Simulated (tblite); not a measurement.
# Geometry relaxation, with input and output: C7H14GeO (part 4 of 4)

The same run, continued: C7H14GeO; GFN2-xTB geometry optimisation, gas phase (tblite 0.8.0). It belongs to a series of runs on one base structure; here: constitutional isomer.

Geometry of the input (Å):
```
C  -2.4456  -1.7031  -0.4796
C  -1.5178  -0.7634  -0.4122
C  -0.0445  -1.1391  -0.5235
C  0.5474  -0.6943  0.7452
C  1.5155  0.1763  0.9026
C  2.1905  0.9072  -0.2022
C  3.6739  0.5084  -0.0822
O  -1.7793  0.5688  -0.2058
Ge -3.3492  1.3134  0.1637
H  -2.2374  -2.7525  -0.6265
H  -3.5090  -1.4423  -0.3915
H  0.0548  -2.2377  -0.6358
H  0.2855  -0.5816  -1.3871
H  0.1404  -1.1690  1.6633
H  1.8540  0.4038  1.9246
H  2.1285  2.0064  -0.0170
H  1.8929  0.6257  -1.2113
H  3.7696  -0.6090  -0.1815
H  3.9639  0.7741  0.9763
H  4.2788  1.0675  -0.7914
H  -3.1302  2.3122  1.3627
H  -3.8153  2.1406  -1.0827
H  -4.4722  0.3147  0.5019
```

## Trajectory as extended XYZ, continued
```
23
Properties=species:S:1:pos:R:3:forces:R:3 step=211 energy=-764.35476
C    -2.5082   -1.6625   -0.2178   -0.0020   0.0040  -0.0040
C    -1.5328   -0.7940   -0.4386    0.0020  -0.0090   0.0060
C    -0.0930   -1.1960   -0.6470    0.0020  -0.0020   0.0000
C     0.6320   -1.1248    0.6668   -0.0030   0.0010  -0.0040
C     1.5107   -0.2109    1.0483   -0.0030  -0.0040   0.0030
C     2.0278    0.9489    0.2570    0.0020  -0.0010  -0.0040
C     3.5054    0.7537   -0.0866    0.0020   0.0050  -0.0080
O    -1.6935    0.5546   -0.4686    0.0070  -0.0100  -0.0040
Ge   -3.1479    1.4872   -0.1785   -0.0090  -0.0030   0.0010
H    -2.3236   -2.7205   -0.2059    0.0020   0.0090  -0.0010
H    -3.5217   -1.3318   -0.0459    0.0020   0.0060  -0.0020
H    -0.0549   -2.2190   -1.0248    0.0000   0.0050  -0.0030
H     0.3558   -0.5259   -1.3793    0.0020  -0.0080   0.0030
H     0.3514   -1.9054    1.3627   -0.0030  -0.0030  -0.0020
H     1.9476   -0.3011    2.0355    0.0040   0.0050   0.0100
H     1.9189    1.8560    0.8580   -0.0010  -0.0010  -0.0010
H     1.4535    1.0873   -0.6582   -0.0070   0.0030   0.0020
H     3.6343   -0.1284   -0.7104    0.0010   0.0040   0.0030
H     4.0944    0.6207    0.8185   -0.0050   0.0020   0.0030
H     3.8897    1.6180   -0.6238   -0.0030  -0.0050  -0.0020
H    -2.6004    2.8602   -0.3512    0.0060  -0.0030   0.0020
H    -4.1879    1.1402   -1.2062    0.0010   0.0040   0.0090
H    -3.6622    1.2203    1.2063    0.0020   0.0010  -0.0070
23
Properties=species:S:1:pos:R:3:forces:R:3 step=219 energy=-764.35505
C    -2.5103   -1.6653   -0.2329    0.0090   0.0110   0.0040
C    -1.5306   -0.7995   -0.4451   -0.0020  -0.0090  -0.0090
C    -0.0901   -1.2030   -0.6442    0.0060  -0.0050   0.0020
C     0.6282   -1.1195    0.6728   -0.0060   0.0020   0.0020
C     1.5028   -0.1999    1.0504   -0.0030   0.0030  -0.0020
C     2.0233    0.9519    0.2489    0.0000  -0.0020  -0.0020
C     3.5021    0.7521   -0.0877    0.0040   0.0030   0.0000
O    -1.6885    0.5491   -0.4775   -0.0040   0.0020   0.0000
Ge   -3.1374    1.4848   -0.1681   -0.0010   0.0020   0.0060
H    -2.3285   -2.7235   -0.2178    0.0000  -0.0010  -0.0040
H    -3.5239   -1.3306   -0.0694    0.0000   0.0020   0.0000
H    -0.0508   -2.2281   -1.0156    0.0040  -0.0030   0.0070
H     0.3622   -0.5387   -1.3795    0.0000  -0.0020   0.0010
H     0.3426   -1.8932    1.3749    0.0040   0.0030  -0.0060
H     1.9333   -0.2767    2.0421   -0.0020  -0.0020  -0.0060
H     1.9138    1.8654    0.8405    0.0010  -0.0100   0.0020
H     1.4513    1.0829   -0.6689   -0.0040   0.0000   0.0000
H     3.6330   -0.1260   -0.7169   -0.0080   0.0040   0.0120
H     4.0827    0.6105    0.8215    0.0030   0.0020  -0.0020
H     3.8952    1.6181   -0.6158   -0.0100  -0.0020  -0.0040
H    -2.5839    2.8563   -0.3339    0.0010  -0.0030   0.0020
H    -4.1912    1.1535   -1.1867    0.0040   0.0010   0.0010
H    -3.6398    1.2065    1.2187    0.0030   0.0020  -0.0040
23
Properties=species:S:1:pos:R:3:forces:R:3 step=226 energy=-764.35541
C    -2.5081   -1.6622   -0.2281    0.0080   0.0020  -0.0130
C    -1.5236   -0.8051   -0.4524   -0.0060   0.0060   0.0010
C    -0.0852   -1.2182   -0.6472    0.0000   0.0020   0.0050
C     0.6277   -1.1307    0.6720    0.0180  -0.0070   0.0050
C     1.4948   -0.2052    1.0518    0.0020   0.0100   0.0050
C     2.0070    0.9531    0.2540    0.0010   0.0040   0.0070
C     3.4853    0.7629   -0.0904   -0.0030  -0.0040   0.0000
O    -1.6749    0.5444   -0.4945   -0.0090   0.0060   0.0120
Ge   -3.1157    1.4903   -0.1695    0.0170  -0.0070  -0.0150
H    -2.3339   -2.7216   -0.2084   -0.0040  -0.0020   0.0040
H    -3.5185   -1.3176   -0.0661   -0.0030  -0.0070   0.0020
H    -0.0470   -2.2458   -1.0113   -0.0130  -0.0020  -0.0040
H     0.3736   -0.5597   -1.3831    0.0000   0.0020  -0.0080
H     0.3499   -1.9086    1.3721   -0.0090   0.0020  -0.0020
H     1.9228   -0.2797    2.0447    0.0040  -0.0020  -0.0090
H     1.8969    1.8606    0.8544   -0.0010   0.0010  -0.0050
H     1.4300    1.0896   -0.6602    0.0010  -0.0070   0.0130
H     3.6164   -0.1044   -0.7337   -0.0080  -0.0100   0.0020
H     4.0702    0.6069    0.8139   -0.0020   0.0150  -0.0030
H     3.8734    1.6380   -0.6070   -0.0040   0.0010   0.0010
H    -2.5562    2.8578   -0.3463    0.0030  -0.0030   0.0020
H    -4.1812    1.1620   -1.1762   -0.0010   0.0020  -0.0040
H    -3.6085    1.2202    1.2217    0.0100  -0.0030   0.0060
23
Properties=species:S:1:pos:R:3:forces:R:3 step=234 energy=-764.35729
C    -2.4872   -1.6375   -0.1871    0.0000  -0.0240   0.0140
C    -1.4857   -0.8182   -0.4669    0.0140   0.0240   0.0230
C    -0.0626   -1.2807   -0.6652   -0.0100  -0.0010  -0.0040
C     0.6545   -1.2178    0.6543   -0.0140   0.0100   0.0090
C     1.4742   -0.2647    1.0700    0.0060  -0.0330  -0.0020
C     1.9136    0.9518    0.3169   -0.0170  -0.0210   0.0170
C     3.3784    0.8282   -0.1060   -0.0080  -0.0070   0.0130
O    -1.6023    0.5318   -0.5609   -0.0030   0.0050  -0.0130
Ge   -3.0038    1.5277   -0.2169    0.0410   0.0180  -0.0050
H    -2.3349   -2.6985   -0.1249   -0.0250  -0.0150   0.0010
H    -3.4837   -1.2605   -0.0114    0.0010  -0.0140  -0.0120
H    -0.0607   -2.3097   -1.0263   -0.0110  -0.0020  -0.0130
H     0.4152   -0.6405   -1.4055    0.0150   0.0080   0.0090
H     0.4134   -2.0335    1.3249    0.0160   0.0050  -0.0180
H     1.9195   -0.3648    2.0526   -0.0020   0.0140   0.0090
H     1.8042    1.8184    0.9745    0.0060   0.0170  -0.0150
H     1.2859    1.1172   -0.5579    0.0040   0.0010  -0.0020
H     3.5032   -0.0004   -0.8006    0.0010   0.0140   0.0140
H     4.0092    0.6445    0.7620   -0.0030   0.0100  -0.0210
H     3.7130    1.7427   -0.5901    0.0080  -0.0040  -0.0110
H    -2.4186    2.8673   -0.4937   -0.0020   0.0080  -0.0030
H    -4.1331    1.1811   -1.1430   -0.0050  -0.0040  -0.0170
H    -3.4165    1.3432    1.2116   -0.0110  -0.0100   0.0270
23
Properties=species:S:1:pos:R:3:forces:R:3 step=241 energy=-764.35863
C    -2.4749   -1.6249   -0.1505   -0.0070  -0.0060  -0.0110
C    -1.4628   -0.8270   -0.4544   -0.0030   0.0050   0.0040
C    -0.0515   -1.3176   -0.6665    0.0020   0.0070   0.0020
C     0.6772   -1.2744    0.6480    0.0000  -0.0140  -0.0050
C     1.4713   -0.3075    1.0803    0.0240   0.0090   0.0020
C     1.8572    0.9421    0.3514   -0.0110   0.0000   0.0030
C     3.3107    0.8727   -0.1203   -0.0090  -0.0040   0.0160
O    -1.5562    0.5232   -0.5692    0.0040  -0.0020  -0.0020
Ge   -2.9366    1.5530   -0.2481   -0.0030   0.0190  -0.0030
H    -2.3455   -2.6884   -0.0776   -0.0060   0.0000   0.0060
H    -3.4627   -1.2267    0.0261   -0.0090  -0.0070   0.0010
H    -0.0749   -2.3425   -1.0380    0.0060   0.0000   0.0050
H     0.4347   -0.6798   -1.4037    0.0060  -0.0020   0.0000
H     0.4727   -2.1166    1.2966    0.0020  -0.0030  -0.0060
H     1.9320   -0.4155    2.0551   -0.0050   0.0020  -0.0010
H     1.7445    1.7888    1.0336    0.0040   0.0060   0.0060
H     1.1993    1.1144   -0.4992   -0.0040   0.0010  -0.0120
H     3.4337    0.0735   -0.8473    0.0070  -0.0110  -0.0110
H     3.9742    0.6746    0.7186    0.0070   0.0030   0.0150
H     3.6094    1.8117   -0.5803   -0.0100   0.0020  -0.0160
H    -2.3273    2.8765   -0.5506    0.0070   0.0060   0.0030
H    -4.0668    1.2111   -1.1764    0.0000  -0.0040  -0.0020
H    -3.3624    1.4063    1.1825   -0.0020  -0.0080   0.0070
23
Properties=species:S:1:pos:R:3:forces:R:3 step=249 energy=-764.35921
C    -2.4756   -1.6206   -0.1534   -0.0030  -0.0080   0.0040
C    -1.4558   -0.8312   -0.4542    0.0060   0.0050   0.0100
C    -0.0463   -1.3329   -0.6591   -0.0060  -0.0010  -0.0010
C     0.6872   -1.2938    0.6532   -0.0040  -0.0030   0.0000
C     1.4734   -0.3212    1.0873    0.0020   0.0100  -0.0020
C     1.8343    0.9373    0.3617   -0.0010   0.0060   0.0040
C     3.2824    0.8897   -0.1280    0.0000   0.0000   0.0050
O    -1.5404    0.5193   -0.5762    0.0140  -0.0020  -0.0040
Ge   -2.9094    1.5650   -0.2552    0.0070   0.0030   0.0080
H    -2.3537   -2.6842   -0.0705   -0.0010  -0.0020  -0.0030
H    -3.4624   -1.2163    0.0161    0.0030   0.0010  -0.0020
H    -0.0759   -2.3589   -1.0272   -0.0030   0.0030  -0.0030
H     0.4465   -0.7014   -1.3974   -0.0030  -0.0030  -0.0060
H     0.4984   -2.1452    1.2940   -0.0040  -0.0050   0.0050
H     1.9420   -0.4274    2.0584   -0.0030  -0.0080  -0.0050
H     1.7220    1.7782    1.0510   -0.0100   0.0110   0.0010
H     1.1640    1.1061   -0.4801   -0.0020   0.0060   0.0010
H     3.4098    0.0927   -0.8569    0.0040  -0.0150  -0.0010
H     3.9589    0.7030    0.7037    0.0040   0.0090  -0.0060
H     3.5580    1.8329   -0.5942    0.0030  -0.0010  -0.0010
H    -2.2855    2.8829   -0.5543    0.0050  -0.0020   0.0010
H    -4.0419    1.2345   -1.1846   -0.0030   0.0000  -0.0020
H    -3.3351    1.4183    1.1760   -0.0040  -0.0040  -0.0020
23
Properties=species:S:1:pos:R:3:forces:R:3 step=256 energy=-764.36037
C    -2.4920   -1.6318   -0.2071    0.0000  -0.0140  -0.0310
C    -1.4563   -0.8445   -0.4545   -0.0090   0.0030  -0.0060
C    -0.0464   -1.3533   -0.6344   -0.0060   0.0100  -0.0140
C     0.6796   -1.2750    0.6796    0.0000   0.0010  -0.0030
C     1.4635   -0.2900    1.0902    0.0040  -0.0110   0.0100
C     1.8298    0.9488    0.3345   -0.0020  -0.0110   0.0020
C     3.2835    0.8896   -0.1392   -0.0230   0.0080   0.0040
O    -1.5236    0.5095   -0.5439    0.0020  -0.0020   0.0070
Ge   -2.8864    1.5603   -0.2149   -0.0170  -0.0020   0.0100
H    -2.3790   -2.6985   -0.1550   -0.0150   0.0010   0.0110
H    -3.4832   -1.2256   -0.0683    0.0210   0.0000   0.0160
H    -0.0735   -2.3889   -0.9744   -0.0100  -0.0020   0.0060
H     0.4503   -0.7444   -1.3889    0.0080   0.0110  -0.0050
H     0.4857   -2.1079    1.3429    0.0090  -0.0010   0.0090
H     1.9298   -0.3740    2.0639   -0.0010   0.0030   0.0250
H     1.7107    1.8105    0.9972   -0.0170  -0.0130  -0.0020
H     1.1640    1.0900   -0.5164    0.0260   0.0160  -0.0050
H     3.4242    0.0598   -0.8287    0.0040   0.0120   0.0010
H     3.9561    0.7498    0.7052   -0.0170   0.0000  -0.0060
H     3.5518    1.8148   -0.6440    0.0200  -0.0100  -0.0210
H    -2.2375    2.8815   -0.4338    0.0110   0.0040   0.0000
H    -3.9949    1.2930   -1.1942    0.0070  -0.0030   0.0080
H    -3.3607    1.3532    1.1945    0.0040  -0.0010  -0.0170
23
Properties=species:S:1:pos:R:3:forces:R:3 step=264 energy=-764.36156
C    -2.5017   -1.6431   -0.2668   -0.0030  -0.0050   0.0000
C    -1.4532   -0.8579   -0.4611    0.0020   0.0030   0.0050
C    -0.0419   -1.3694   -0.6188   -0.0040   0.0010  -0.0020
C     0.6708   -1.2556    0.7004   -0.0030  -0.0010  -0.0020
C     1.4461   -0.2570    1.0941    0.0030  -0.0010   0.0020
C     1.8221    0.9592    0.3062   -0.0040  -0.0010   0.0000
C     3.2812    0.8865   -0.1471   -0.0050   0.0000   0.0000
O    -1.5077    0.4986   -0.5070    0.0000   0.0000  -0.0030
Ge   -2.8642    1.5543   -0.1710   -0.0010  -0.0070   0.0000
H    -2.4044   -2.7122   -0.2405   -0.0010   0.0040  -0.0030
H    -3.4900   -1.2281   -0.1348    0.0050  -0.0030   0.0020
H    -0.0670   -2.4130   -0.9324   -0.0010  -0.0020  -0.0010
H     0.4609   -0.7780   -1.3837    0.0050   0.0010   0.0020
H     0.4708   -2.0701    1.3847    0.0010   0.0030   0.0000
H     1.8952   -0.3099    2.0786    0.0050   0.0020   0.0000
H     1.6905    1.8396    0.9408   -0.0020   0.0000   0.0020
H     1.1710    1.0759   -0.5590    0.0000   0.0000  -0.0060
H     3.4328    0.0266   -0.7958    0.0040  -0.0050  -0.0020
H     3.9437    0.7882    0.7103   -0.0010  -0.0020   0.0040
H     3.5556    1.7859   -0.6938    0.0000   0.0030  -0.0010
H    -2.1886    2.8713   -0.3259   -0.0020   0.0020   0.0000
H    -3.9521    1.3351   -1.1844    0.0030   0.0040   0.0040
H    -3.3745    1.3001    1.2170    0.0010   0.0030  -0.0030
```

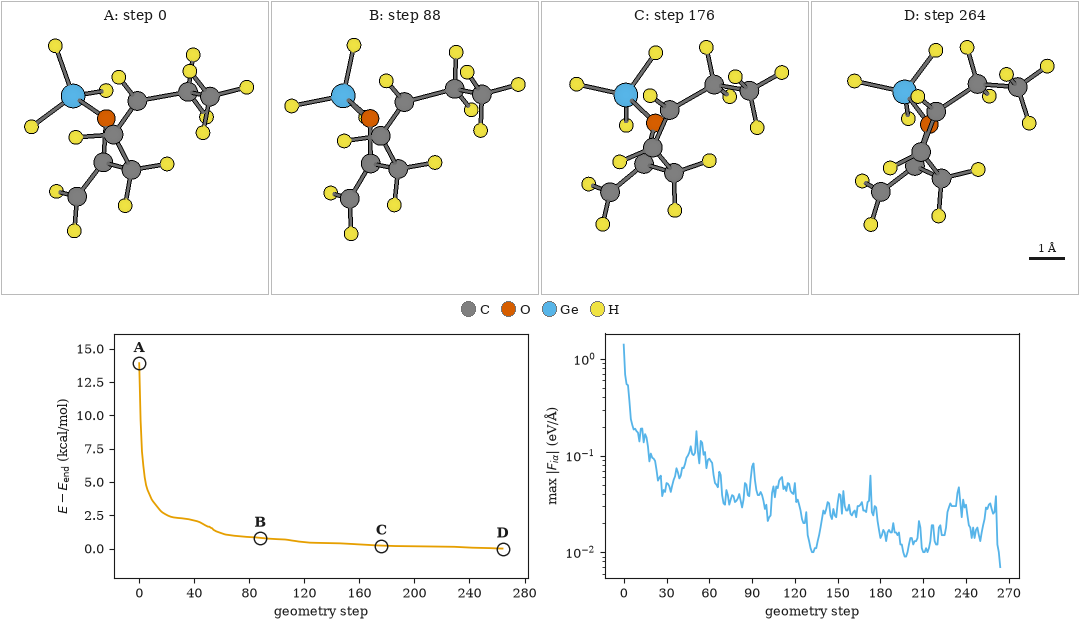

**Figure 1.** Frames of the relaxation (ball-and-stick view, seen at a tilt) above the curves, on which the letters mark them (steps are counted from 0).

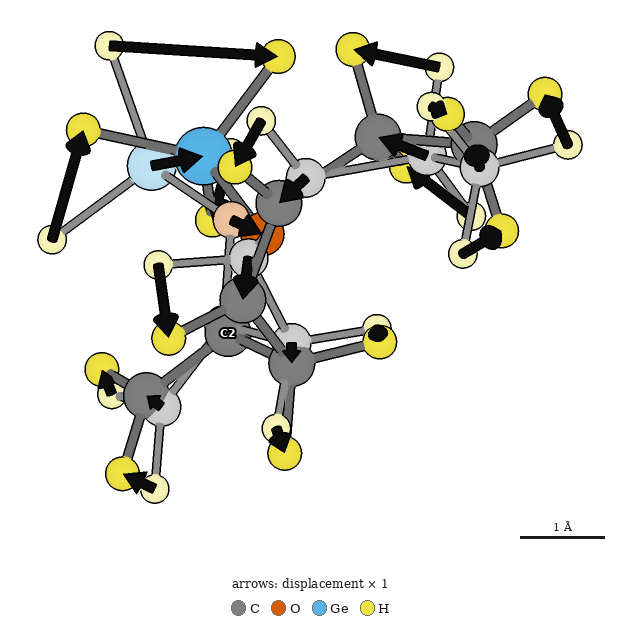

**Figure 2.** Start (faint) and end (solid) with the displacements as black arrows, at true length (ball-and-stick view, seen at a tilt). The two geometries are laid on each other by the best rigid fit. The largest move after the best rigid fit is that of H21, 2.03 Å. Largest moves by element: H 2.03 Å, Ge 0.65 Å, C 0.63 Å, O 0.42 Å. Among the contacts that change: Ge9–H21 1.576 → 1.488 Å, Ge9–H22 1.567 → 1.503 Å, Ge9–H23 1.540 → 1.501 Å, C7–H18 1.126 → 1.088 Å. Among the angles that change: O8–Ge9–H21 107.5° → 99.3°, C5–C6–C7 104.6° → 110.9°, C2–C3–H13 103.1° → 108.7°. After 264 geometry steps the energy has fallen by 13.9 kcal/mol. Largest force component: 1.4 eV/Å at the start, 0.007 eV/Å at the end. (Atoms are counted from 1 in the order of the input.)

## Results in brief

| quantity | value |
| --- | --- |
| outcome | converged |
| total energy | −764.3616 eV |
| hardware | 1 CPU thread, shared host |
| wall time | 4.1 s |
| peak memory | 0.18 GiB |
